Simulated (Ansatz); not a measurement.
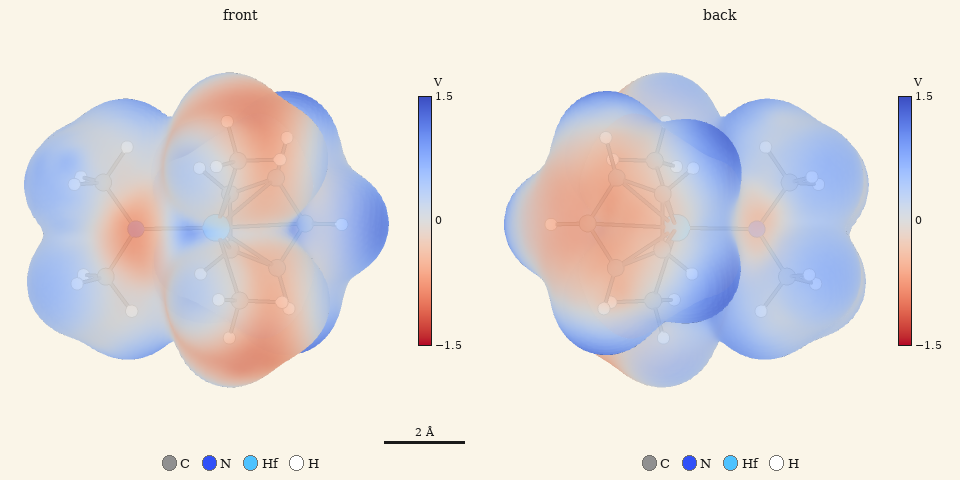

The picture shows: C$_{9}$H$_{17}$HfN (SMILES C[N](C)[Hf]1234([CH3])([CH3])[CH]5[CH]1[CH]2[CH]3[CH]54). The electrostatic potential painted on the density surface at 0.002 e/bohr³, seen from the front and from behind; red is negative and blue positive.

Geometry: PBE0-D4/def2-TZVP; core potentials replace the inner electrons of Hf.

Computed with RKS PBE0-D4/def2-TZVPP in Ansatz 0.2.0.

Input

```
crystal:
  periodic: [false, false, false]
  atoms:
    - {symbol: C, position_ang: [-1.289349, -0.400183, -2.419920]}
    - {symbol: N, position_ang: [-0.237206, 0.273489, -1.702642]}
    - {symbol: C, position_ang: [0.789967, 0.780988, -2.575723]}
    - {symbol: Hf, position_ang: [-0.106420, 0.263685, 0.329190]}
    - {symbol: C, position_ang: [-2.212494, 0.587583, 1.024257]}
    - {symbol: C, position_ang: [0.949211, 2.172237, 0.841657]}
    - {symbol: C, position_ang: [0.609448, -0.916257, 2.528173]}
    - {symbol: C, position_ang: [1.765371, -0.763856, 1.738246]}
    - {symbol: C, position_ang: [1.603177, -1.545369, 0.572296]}
    - {symbol: C, position_ang: [0.341425, -2.175729, 0.643974]}
    - {symbol: C, position_ang: [-0.273138, -1.782268, 1.853913]}
    - {symbol: H, position_ang: [-0.908089, -1.246692, -3.012155]}
    - {symbol: H, position_ang: [-1.806094, 0.278632, -3.114103]}
    - {symbol: H, position_ang: [-2.045749, -0.789914, -1.730973]}
    - {symbol: H, position_ang: [0.390587, 1.524511, -3.281019]}
    - {symbol: H, position_ang: [1.581775, 1.273581, -2.003037]}
    - {symbol: H, position_ang: [1.255456, -0.018681, -3.172743]}
    - {symbol: H, position_ang: [-2.592699, 1.484705, 0.515678]}
    - {symbol: H, position_ang: [-2.903134, -0.230412, 0.788649]}
    - {symbol: H, position_ang: [-2.287593, 0.766740, 2.102626]}
    - {symbol: H, position_ang: [1.996539, 2.215592, 0.520869]}
    - {symbol: H, position_ang: [0.421333, 2.988823, 0.328888]}
    - {symbol: H, position_ang: [0.935402, 2.397777, 1.913786]}
    - {symbol: H, position_ang: [0.416784, -0.423793, 3.470469]}
    - {symbol: H, position_ang: [2.621176, -0.150980, 1.977873]}
    - {symbol: H, position_ang: [2.314439, -1.641314, -0.235918]}
    - {symbol: H, position_ang: [-0.079627, -2.837307, -0.100014]}
    - {symbol: H, position_ang: [-1.250507, -2.085566, 2.197703]}
basis:
  gaussian: {orbitals: def2-TZVPP}
hamiltonian: {xc: pbe0, dispersion: d4}
output: {orbitals: {seedname: orbitals}}
```

Launched as:

```sh
ansatz run in.yaml --threads 11 --pin off --events-out ev --progress --plain --max-ram 110592MiB --backend cuda --devices 0, --max-vram 75GiB
```

Q: Describe the electrostatic potential map.

A: The most negative region (about −0.8 V) lies over C5 and C6, the most positive (about +1.1 V) over Hf4, H26 and H27.
